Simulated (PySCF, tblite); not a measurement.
**C₃H₁₁ClOSi₃: geometry, infrared bands and NMR shifts**

What infrared bands and NMR shifts should C₃H₁₁ClOSi₃ (`C=C(Cl)[SiH2]O[SiH2][SiH2]C`) show?

The runs use tblite 0.8.0 and PySCF 2.14.0, with density-fitted response routines of our own; the level of theory stands in each step. All values are computed, except where a source is named. Atoms are numbered from 0 throughout.

## 1. The molecule as given

19 atoms, charge 0, multiplicity 1; geometry from: force field or distance geometry start.

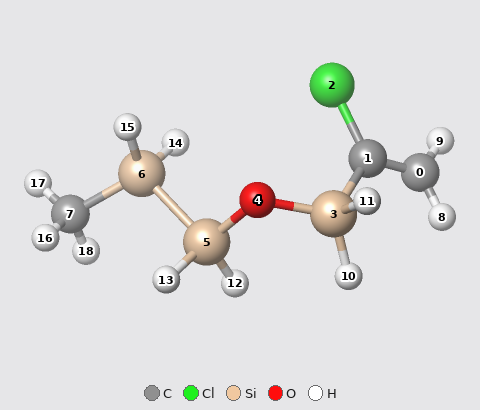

The starting geometry (carbon grey, chlorine green, silicon light orange, oxygen red, hydrogen white), atoms numbered.

## 2. Optimising the geometry with GFN2-xTB

The job: settings as JSON, then the geometry in Å.

```
{"job": {"kind": "relax", "xc": "GFN2-xTB", "basis": "xTB"}, "charge": 0, "multiplicity": 1}
C      3.877300     0.422300    -0.599900
C      2.834600     0.086800     0.176400
Cl     2.427200     1.105900     1.573700
Si     1.845300    -1.448200    -0.163300
O      0.304900    -1.423900     0.546400
Si    -0.949600    -0.870800    -0.465300
Si    -1.987500     0.798100     0.633800
C     -3.671200     1.099000    -0.106900
H      4.129800    -0.206900    -1.443200
H      4.456900     1.314900    -0.415300
H      1.877100    -1.679800    -1.597500
H      2.595000    -2.549600     0.529000
H     -0.537100    -0.479100    -1.795000
H     -1.982500    -1.926300    -0.600200
H     -1.121200     1.966400     0.587600
H     -2.083000     0.352100     2.038500
H     -4.315200     0.169800    -0.059600
H     -4.206700     1.940000     0.353700
H     -3.504200     1.338600    -1.185400
```

The run is started by

```
OMP_NUM_THREADS=1 python probes_run.py task.json out
```

This one command runs all jobs of the session in turn.

What it wrote:

```text
step      E/eV     max force
  0    -703.92961    2.649
  1    -704.17586    1.709
  2    -704.28560    1.054
  3    -704.35124    0.890
  4    -704.46172    0.760
  5    -704.49553    0.499
  6    -704.53029    0.529
  7    -704.56003    0.426
  8    -704.58393    0.367
  9    -704.60190    0.356
 10    -704.61994    0.321
 11    -704.63891    0.322
 12    -704.65644    0.295
 13    -704.66761    0.204
 14    -704.67344    0.163
 15    -704.67897    0.178
 16    -704.68614    0.241
 17    -704.69396    0.305
 18    -704.70126    0.250
 19    -704.70794    0.219
 20    -704.71462    0.225
 21    -704.72113    0.201
 22    -704.72694    0.217
 23    -704.73191    0.164
 24    -704.73662    0.148
 25    -704.74164    0.175
 26    -704.74659    0.209
 27    -704.75034    0.156
 28    -704.75273    0.116
 29    -704.75466    0.096
 30    -704.75661    0.111
 31    -704.75822    0.104
 32    -704.75939    0.068
 33    -704.76051    0.074
 34    -704.76209    0.100
 35    -704.76416    0.129
 36    -704.76623    0.115
 37    -704.76783    0.091
 38    -704.76904    0.082
 39    -704.77030    0.110
 40    -704.77180    0.148
 41    -704.77328    0.140
 42    -704.77461    0.100
 43    -704.77575    0.065
 44    -704.77660    0.069
 45    -704.77756    0.077
 46    -704.77853    0.080
 47    -704.77932    0.061
 48    -704.77989    0.054
 49    -704.78038    0.057
 50    -704.78092    0.069
 51    -704.78157    0.074
 52    -704.78231    0.066
 53    -704.78310    0.068
 54    -704.78404    0.062
 55    -704.78518    0.080
 56    -704.78635    0.075
 57    -704.78726    0.059
 58    -704.78795    0.068
 59    -704.78861    0.068
 60    -704.78937    0.099
 61    -704.79039    0.087
 62    -704.79175    0.065
 63    -704.79240    0.055
 64    -704.79310    0.061
 65    -704.79407    0.056
 66    -704.79473    0.036
 67    -704.79504    0.031
 68    -704.79519    0.031
 69    -704.79536    0.029
 70    -704.79556    0.026
 71    -704.79588    0.036
 72    -704.79608    0.033
 73    -704.79622    0.028
 74    -704.79632    0.027
 75    -704.79642    0.025
 76    -704.79654    0.023
 77    -704.79669    0.024
 78    -704.79687    0.032
 79    -704.79711    0.038
 80    -704.79742    0.044
 81    -704.79778    0.046
 82    -704.79816    0.042
 83    -704.79855    0.039
 84    -704.79895    0.049
 85    -704.79931    0.052
 86    -704.79950    0.070
 87    -704.79997    0.048
 88    -704.80036    0.036
 89    -704.80087    0.038
 90    -704.80126    0.041
 91    -704.80156    0.040
 92    -704.80171    0.029
 93    -704.80192    0.027
 94    -704.80211    0.035
 95    -704.80255    0.051
 96    -704.80301    0.051
 97    -704.80345    0.046
 98    -704.80374    0.035
 99    -704.80391    0.031
100    -704.80413    0.028
101    -704.80438    0.036
102    -704.80459    0.038
103    -704.80474    0.033
104    -704.80489    0.018
105    -704.80502    0.019
106    -704.80513    0.019
107    -704.80519    0.024
108    -704.80525    0.023
109    -704.80534    0.020
110    -704.80549    0.027
111    -704.80571    0.034
112    -704.80589    0.030
113    -704.80600    0.022
114    -704.80609    0.021
115    -704.80621    0.024
116    -704.80638    0.032
117    -704.80660    0.038
118    -704.80682    0.047
119    -704.80706    0.053
120    -704.80736    0.049
121    -704.80774    0.044
122    -704.80815    0.050
123    -704.80849    0.043
124    -704.80879    0.043
125    -704.80917    0.051
126    -704.80981    0.075
127    -704.81078    0.097
128    -704.81206    0.112
129    -704.81267    0.096
130    -704.81360    0.067
131    -704.81391    0.063
132    -704.81422    0.040
133    -704.81446    0.025
134    -704.81461    0.022
135    -704.81472    0.021
136    -704.81481    0.021
137    -704.81492    0.020
138    -704.81503    0.025
139    -704.81514    0.026
140    -704.81522    0.023
141    -704.81527    0.019
142    -704.81531    0.015
143    -704.81535    0.018
144    -704.81538    0.017
145    -704.81541    0.011
146    -704.81543    0.011
147    -704.81545    0.013
148    -704.81549    0.018
149    -704.81553    0.021
150    -704.81557    0.020
151    -704.81562    0.019
152    -704.81568    0.018
153    -704.81573    0.021
154    -704.81576    0.013
155    -704.81579    0.013
156    -704.81582    0.012
157    -704.81585    0.019
158    -704.81589    0.022
159    -704.81593    0.016
160    -704.81597    0.014
161    -704.81600    0.013
162    -704.81602    0.015
163    -704.81606    0.016
164    -704.81611    0.021
165    -704.81618    0.025
166    -704.81626    0.022
167    -704.81631    0.016
168    -704.81634    0.009
```

Wall time 5.2 s (1 thread of Intel Xeon at 2.70GHz, shared host).

Relaxation path: (not every step is listed)

```
step  energy from step 0 (eV)  largest force (eV/Å)
   0                   0.0000                2.6485
   1                  -0.2462                1.7088
   2                  -0.3560                1.0542
   3                  -0.4216                0.8900
   4                  -0.5321                0.7597
   5                  -0.5659                0.4987
   6                  -0.6007                0.5287
   7                  -0.6304                0.4261
   8                  -0.6543                0.3673
  23                  -0.8023                0.1639
  38                  -0.8394                0.0821
  53                  -0.8535                0.0680
  68                  -0.8656                0.0309
  83                  -0.8689                0.0386
  98                  -0.8741                0.0355
 113                  -0.8764                0.0217
 128                  -0.8824                0.1125
 143                  -0.8857                0.0175
 158                  -0.8863                0.0216
 163                  -0.8864                0.0161
 164                  -0.8865                0.0207
 165                  -0.8866                0.0245
 166                  -0.8867                0.0223
 167                  -0.8867                0.0160
 168                  -0.8867                0.0092
```

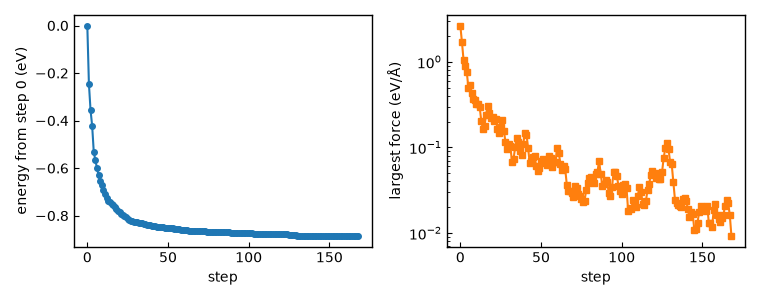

Energy and force, step by step.

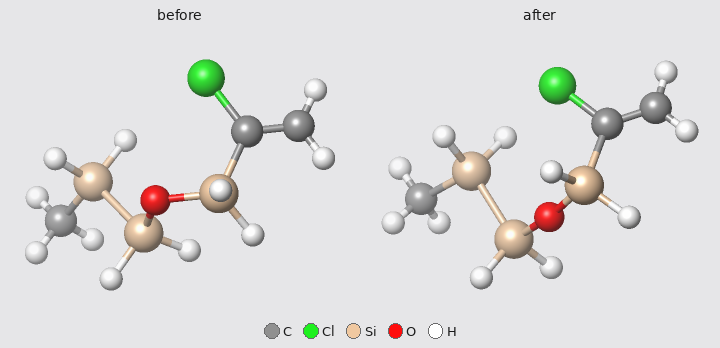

The geometry before (left) and after (right).

Distances of close pairs at the start and the end, largest changes first:

```
   bond  before (Å)  after (Å)  change (Å)
 Si3–O4       1.696      1.605      -0.091
 O4–Si5       1.704      1.637      -0.067
Si5–Si6       2.252      2.309      +0.057
 C7–H16       1.132      1.086      -0.045
Si3–H11       1.501      1.460      -0.041
 C1–Si3       1.858      1.897      +0.040
 Si6–C7       1.864      1.903      +0.039
 C1–Cl2       1.777      1.740      -0.037
```

The next job starts from the end point, and lists it.

## 3. Harmonic vibrations with GFN2-xTB

The job: settings as JSON, then the geometry in Å.

```
{"job": {"kind": "ir", "xc": "GFN2-xTB", "basis": "xTB"}, "charge": 0, "multiplicity": 1}
C      3.774171     0.577479    -0.391526
C      2.685386     0.077006     0.166085
Cl     1.807278     1.039488     1.318885
Si     1.927589    -1.636339    -0.133018
O      0.397575    -1.446115    -0.578406
Si    -1.119406    -0.950443    -0.941573
Si    -1.698379     0.820596     0.421878
C     -3.561332     1.152172     0.218592
H      4.326793    -0.012792    -1.101429
H      4.153440     1.562405    -0.172610
H      2.632818    -2.279010    -1.237819
H      1.924466    -2.384786     1.120711
H     -1.050808    -0.665558    -2.382076
H     -1.896289    -2.187263    -0.778085
H     -1.010325     2.083486     0.095678
H     -1.455323     0.590761     1.857233
H     -4.155252     0.282992     0.487251
H     -3.885433     1.976557     0.846194
H     -3.806772     1.408614    -0.808265
```

What it wrote:

```text
mode    cm-1     km/mol
  1     -10.0      0.06
  2      11.7      1.96
  3      35.6      1.13
  4      45.0      1.09
  5      65.0      0.37
  6      93.9      1.98
  7     131.5      4.03
  8     139.3      0.56
  9     182.0      2.23
 10     204.3      6.07
 11     320.3      3.73
 12     350.1     42.37
 13     365.7     21.66
 14     441.8      2.25
 15     447.3      3.40
 16     504.2     43.59
 17     540.6     41.82
 18     566.4     25.49
 19     581.3      6.42
 20     600.0      6.40
 21     624.7     27.70
 22     652.7    528.07
 23     686.9      4.29
 24     720.6    251.47
 25     741.9     74.59
 26     754.5    244.15
 27     765.9     42.62
 28     790.3    278.37
 29     791.5    419.45
 30     810.5     48.21
 31     819.8     53.23
 32     838.0     50.82
 33     893.2     33.33
 34    1073.9     49.23
 35    1111.0    660.39
 36    1374.7      4.17
 37    1382.8      7.38
 38    1495.7      0.03
 39    1498.6      0.88
 40    1659.1     19.17
 41    2149.8      6.29
 42    2167.8    338.23
 43    2171.4    471.77
 44    2194.3    273.88
 45    2272.8    405.50
 46    2286.6    180.90
 47    3031.2     36.70
 48    3034.5     25.43
 49    3044.6     13.06
 50    3091.8      6.20
 51    3126.1     20.93
```

Wall time 3.1 s (1 thread of Intel Xeon at 2.70GHz, shared host).

The strongest bands and the atoms that carry them (share of the mass-weighted mode):

```
cm⁻¹  km/mol                                   atoms
 653   528.1                      H14 40 %, H15 30 %
 790   278.4             C1 22 %, Si3 16 %, H11 12 %
 792   419.4  H13 28 %, H12 28 %, H15 15 %, H14 14 %
1111   660.4                       O4 68 %, Si3 13 %
2168   338.2            H14 54 %, H12 28 %, H15 12 %
2171   471.8                      H15 64 %, H13 24 %
2194   273.9                      H13 51 %, H12 40 %
2273   405.5                      H11 49 %, H10 46 %
```

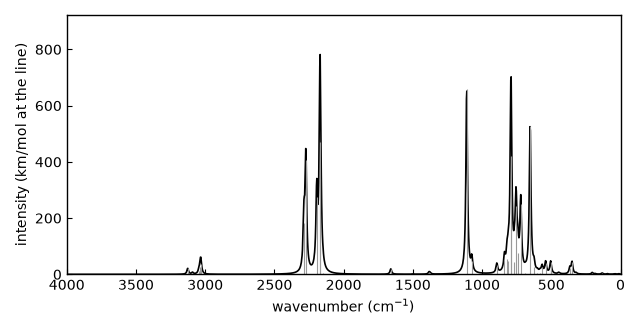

The infrared spectrum from these modes, unscaled. Lines are broadened to a width of 14 cm⁻¹ (Lorentzian).

## 4. Nuclear shieldings: PBE0/pcSseg-1

Same as in step 3 but for these lines:

```diff
@@ -1,2 +1,2 @@
-{"job": {"kind": "ir", "xc": "GFN2-xTB", "basis": "xTB"}, "charge": 0, "multiplicity": 1}
+{"job": {"kind": "nmr", "xc": "PBE0", "basis": "pcSseg-1"}, "charge": 0, "multiplicity": 1}
 C      3.774171     0.577479    -0.391526
```

With the program's defaults for keys left out, this is: GIAO PBE0/pcSseg-1 NMR shielding, non-relativistic, gas phase.

What it wrote:

```text
coarse grid: 17664 points
cycle   1  E = -1523.8839209179  dE =  6.628e-01  |g| = 8.376e-01  |ddm| = 3.992e+00
cycle   2  E = -1523.6743205255  dE =  2.096e-01  |g| = 1.336e+00  |ddm| = 1.815e+00
cycle   3  E = -1524.0130015995  dE = -3.387e-01  |g| = 1.338e-01  |ddm| = 1.332e+00
cycle   4  E = -1524.0164455213  dE = -3.444e-03  |g| = 4.800e-02  |ddm| = 1.588e-01
cycle   5  E = -1524.0170078129  dE = -5.623e-04  |g| = 1.093e-02  |ddm| = 4.839e-02
cycle   6  E = -1524.0170395467  dE = -3.173e-05  |g| = 2.303e-03  |ddm| = 1.541e-02
cycle   7  E = -1524.0170405192  dE = -9.725e-07  |g| = 9.481e-04  |ddm| = 3.343e-03
final grid: 151448 points
cycle   8  E = -1524.0720998958  dE = -2.350e-05  |g| = 9.477e-03  |ddm| = 1.996e-02
cycle   9  E = -1524.0720800710  dE =  1.982e-05  |g| = 1.360e-02  |ddm| = 1.760e-02
cycle  10  E = -1524.0721174873  dE = -3.742e-05  |g| = 1.480e-03  |ddm| = 1.125e-02
cycle  11  E = -1524.0721178760  dE = -3.887e-07  |g| = 3.192e-04  |ddm| = 1.331e-03
cycle  12  E = -1524.0721178998  dE = -2.374e-08  |g| = 8.625e-05  |ddm| = 3.293e-04
cycle  13  E = -1524.0721179015  dE = -1.759e-09  |g| = 3.410e-05  |ddm| = 1.208e-04
cycle  14  E = -1524.0721179018  dE = -2.647e-10  |g| = 9.570e-06  |ddm| = 3.179e-05
converged SCF energy = -1524.0721179018

GIAO shielding tensors (ppm)
atom      isotropic    diamagn.    paramagn.     s11        s22        s33       span
  0 C       52.262     251.483    -199.221    -66.441     72.567    150.659    217.100
  1 C       31.692     264.084    -232.392    -84.663     51.872    127.869    212.532
  2 Cl     696.210    1151.606    -455.396    457.488    690.246    940.897    483.408
  3 Si     386.790     880.987    -494.197    362.427    381.372    416.571     54.145
  4 O      329.764     399.651     -69.888    242.432    352.463    394.395    151.962
  5 Si     373.884     880.366    -506.482    306.396    358.348    456.909    150.513
  6 Si     429.839     882.472    -452.633    403.230    420.424    465.864     62.635
  7 C      197.965     251.453     -53.489    193.071    197.783    203.039      9.968
  8 H       25.740      29.377      -3.637     22.162     24.650     30.410      8.248
  9 H       25.475      30.314      -4.839     21.471     24.212     30.742      9.271
 10 H       26.667      29.308      -2.641     22.954     25.142     31.905      8.952
 11 H       26.657      29.120      -2.463     23.737     24.640     31.592      7.855
 12 H       26.011      30.016      -4.005     22.164     25.372     30.498      8.334
 13 H       26.024      29.337      -3.313     21.889     25.480     30.703      8.814
 14 H       27.388      32.350      -4.962     22.917     27.779     31.469      8.552
 15 H       27.433      32.008      -4.575     23.279     27.659     31.362      8.084
 16 H       31.870      29.282       2.589     26.917     29.476     39.218     12.300
 17 H       31.420      28.161       3.259     26.353     28.491     39.415     13.062
 18 H       31.972      29.590       2.382     27.052     29.552     39.311     12.259
```

It took 2 min on 1 thread of Intel Xeon at 2.70GHz, shared host; peak memory 1 GiB.

Shifts follow as δ = σ(reference) − σ, with reference shieldings (ppm) from runs at the same level and on the same kind of geometry: 1H TMS 31.72, 13C TMS 186.9, 29Si TMS 349.2, 17O H2O 336.1, 35Cl HCl 950. The references are single molecules in the gas phase, so shifts against H2O, NH3, PH3, H3PO4 or CFCl3 are not on the usual liquid scales and can be off by tens of ppm. Atoms listed in one row are averaged.

```
        atoms                               environment  σ (ppm)  δ (ppm)  δ scaled to CDCl3
           C1           fully substituted alkene carbon     31.7    155.2              149.6
           C0                      terminal =CH2 carbon     52.3    134.7              129.5
           C7                methyl carbon bonded to Si    198.0    -11.0              -12.7
           H9        hydrogen on a terminal =CH2 carbon    25.47     6.24               5.99
           H8        hydrogen on a terminal =CH2 carbon    25.74     5.98               5.74
     H12, H13     hydrogen on a silicon bonded to O, Si    26.02     5.70                  –
     H10, H11      hydrogen on a silicon bonded to C, O    26.66     5.06                  –
     H14, H15     hydrogen on a silicon bonded to C, Si    27.41     4.31                  –
H16, H17, H18  hydrogen on a methyl carbon bonded to Si    31.75    -0.04               0.07
          Cl2                      chlorine bonded to C      696      254                  –
          Si5              silicon bonded to O, Si, 2 H    373.9    -24.7                  –
          Si3               silicon bonded to C, O, 2 H    386.8    -37.6                  –
          Si6              silicon bonded to C, Si, 2 H    429.8    -80.7                  –
           O4                     oxygen bonded to 2 Si    329.8      6.3                  –
```

The scaled column applies a straight-line fit of computed shieldings to shifts measured in CDCl3, with any fitted terms for Cl, Br or S neighbours (root-mean-square error 0.16 ppm for H, 1.9 ppm for C).

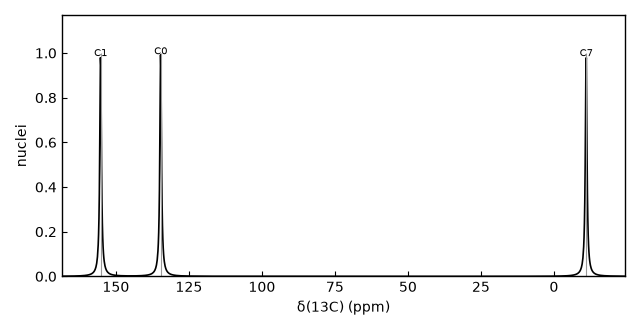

13C lines at the computed shifts, without couplings. Lines are broadened to a width of 0.67 ppm (Lorentzian).

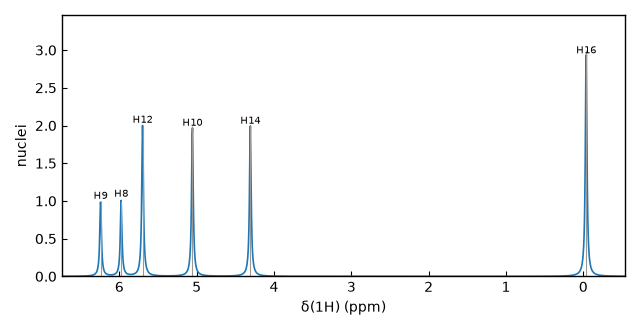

1H lines at the computed shifts, without couplings. Lines are broadened to a width of 0.03 ppm (Lorentzian).

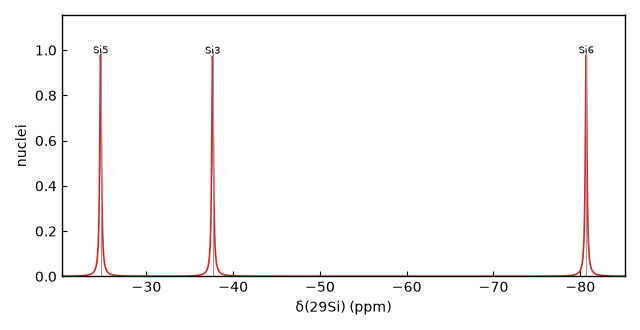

29Si lines at the computed shifts, without couplings. Lines are broadened to a width of 0.22 ppm (Lorentzian).

Charges from the same density, by scheme (e):

```
atoms  Mulliken    IAO  Hirshfeld  ESP fit
   C0     -0.06  -0.30      -0.10    -0.30
   C1     -0.50  -0.30      -0.08    -0.14
  Cl2     -0.09  -0.04       0.00    -0.09
  Si3      0.99   1.03       0.40     0.59
   O4     -0.71  -0.89      -0.30    -0.38
  Si5      0.64   0.73       0.32     0.30
  Si6      0.24   0.43       0.23     0.44
   C7     -0.63  -0.71      -0.21    -0.61
```

Hirshfeld charges:

C0 -0.10; C1 -0.08; Cl2 0.00; Si3 0.40; O4 -0.30; Si5 0.32; Si6 0.23; C7 -0.21; H8 0.06; H9 0.05; H10 -0.08; H11 -0.08; H12 -0.08; H13 -0.08; H14 -0.08; H15 -0.08; H16 0.04; H17 0.04; H18 0.04

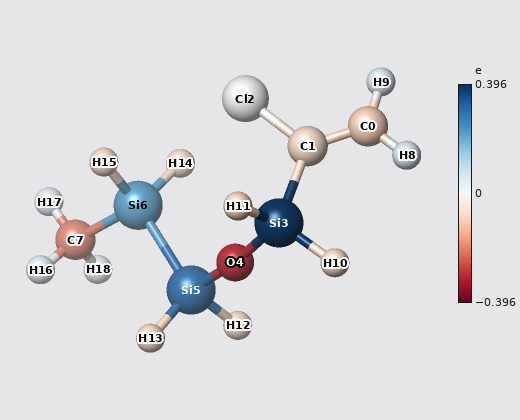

Hirshfeld charges, as colours on the atoms.

Mayer bond orders: C0–C1 1.94, C1–Cl2 1.02, C1–Si3 0.76, Si3–O4 1.00, O4–Si5 0.87, Si5–Si6 0.91, Si6–C7 0.94.

The fields below are evaluated on a grid from the run's orbitals.

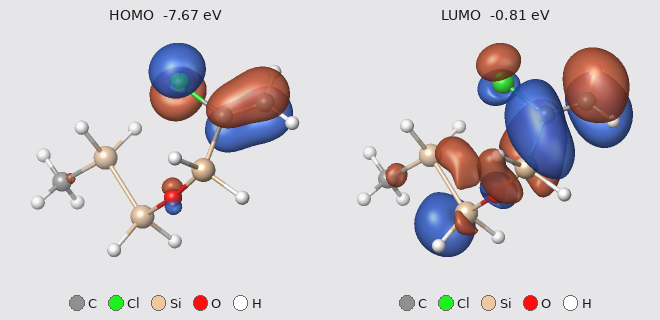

Frontier orbitals at PBE0/pcSseg-1; each surface holds 70 % of the orbital's density, blue and red mark the sign.

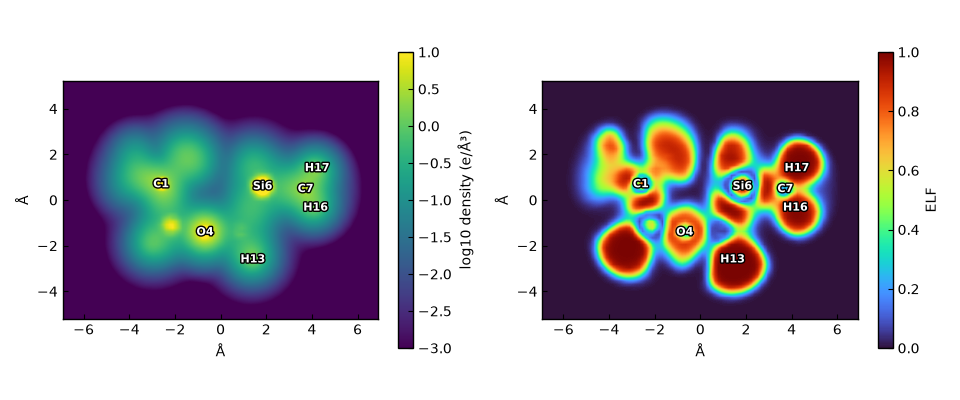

Density (left) and ELF (right) in a plane through or near 7 of the atoms.

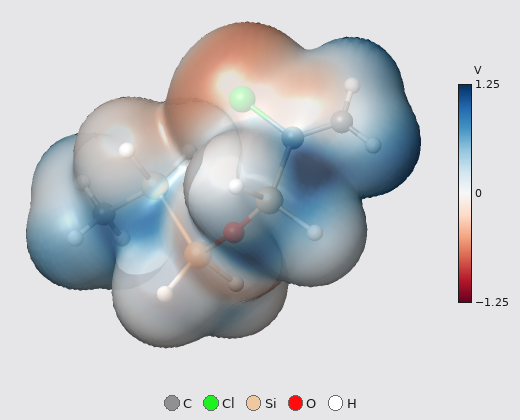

Electrostatic potential on the surface of density 0.002 e/bohr³; red is low, blue high. It runs from -0.55 V near Cl2 to 1.25 V near Si5.

## 5. Outcome

```
                                                              quantity                                    value
                             strongest single infrared mode (GFN2-xTB)                    1111 cm⁻¹, 660 km/mol
                                          zero-point energy (GFN2-xTB)                            76.7 kcal/mol
                                13C shifts against TMS (PBE0/pcSseg-1)                  155.2, 134.7, -11.0 ppm
1H shifts against TMS (PBE0/pcSseg-1, means over atoms taken as alike)  6.24, 5.98, 5.70, 5.06, 4.31, -0.04 ppm
                               35Cl shifts against HCl (PBE0/pcSseg-1)                                  254 ppm
                               29Si shifts against TMS (PBE0/pcSseg-1)                  -24.7, -37.6, -80.7 ppm
                                17O shifts against H2O (PBE0/pcSseg-1)                                  6.3 ppm
                                 surface potential, least and greatest                       -0.55 V and 1.25 V
```

In words: Over 168 steps the energy fell by 0.887 eV; of the close pairs, Si3–O4 changed most, 1.696 to 1.605 Å. The lowest mode is slightly imaginary (10i cm⁻¹), a soft motion within the noise of the Hessian, so the minimum is not strictly shown. The strongest single mode, at 1111 cm⁻¹, moves mainly O4. Unscaled tight-binding wavenumbers are off by several per cent, some by more. Its intensities can rank the bands wrongly. C1 (fully substituted alkene carbon) lies farthest downfield among carbon, at 155.2 ppm; the olefinic region. At PBE0/pcSseg-1: The largest span, 483 ppm, is at Cl2, where the paramagnetic term is -455 ppm. By nearest atom (PBE0/pcSseg-1), the HOMO sits on Cl2 33 %; C0 28 % and the LUMO on C0, C1 about 22 % each; Si3 7 %.
